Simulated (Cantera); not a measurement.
Charge: 1 mol SiH2Cl2, 31 mol NH3, 2.7 mol N2, equilibrated at 30.8 Torr.

Equilibrium computed with Cantera from the NASA thermochemical tables; the gas is ideal and each condensed phase is pure. Candidate condensed phases: NH4Cl, Si, Si3N4; 28 gas species. The tables' values for SiCl, SiN are old estimates; treat these amounts as uncertain. Gases not in the tables: Si2H6 and higher silanes. Kinetics and transport are ignored.

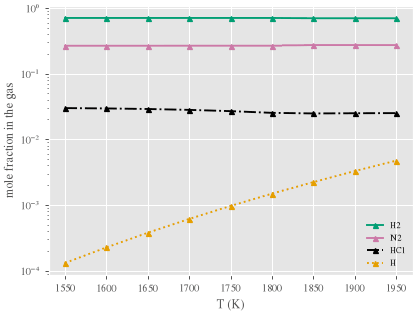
Fig. 1. Equilibrium gas composition (values under 1e-9 drawn at 1e-9)

**Question.** Read off the mole fractions at 1900 K.

**Answer.** H2 about 0.70, N2 about 0.27, HCl about 0.025, H about 0.0033.
